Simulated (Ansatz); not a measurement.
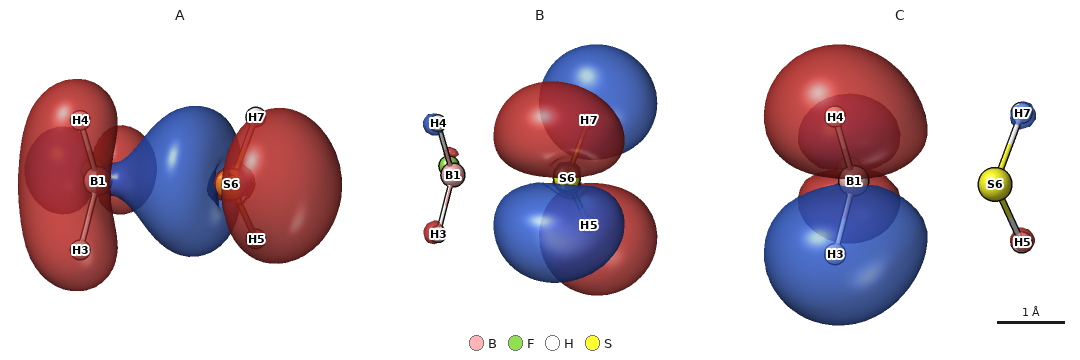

*BFH2···H2S. Three frontier orbitals at ±0.1 Å⁻³ᐟ² (blue and red are the two phases), in no order.*

The reactant side of a reaction path; geometry: PBE0-D4/def2-TZVP.

Computed with RKS PBE0-D4/def2-TZVPP (Ansatz).

```xyz
7

B    -0.8109   -0.4576   -0.0095
F    -0.5270   -0.8297   -1.2915
H    -0.7138   -1.3140    0.8366
H    -1.6650    0.3844    0.1329
H     1.8691   -0.0602    0.1938
S     0.8720    0.7407    0.6083
H     0.9758    1.5363   -0.4705
```

Question: Which picture is the HOMO−1, the HOMO and the LUMO?

Answer: A is the HOMO−1 (−8.64 eV). Its weight (Hirshfeld) is mainly on S6 (about 55 %), F2 (about 15 %), B1 (about 15 %), H3 (about 5 %) and H4 (about 5 %). C is the HOMO (−8.26 eV). By Hirshfeld shares it lies mainly on B1 (about 30 %), F2 (about 25 %), H3 (about 20 %) and H4 (about 20 %). B is the LUMO (−0.36 eV). It lies mainly on S6 (about 55 %), H5 (about 20 %) and H7 (about 20 %).

Question: What is the HOMO–LUMO gap?

Answer: 7.90 eV between the orbital energies.
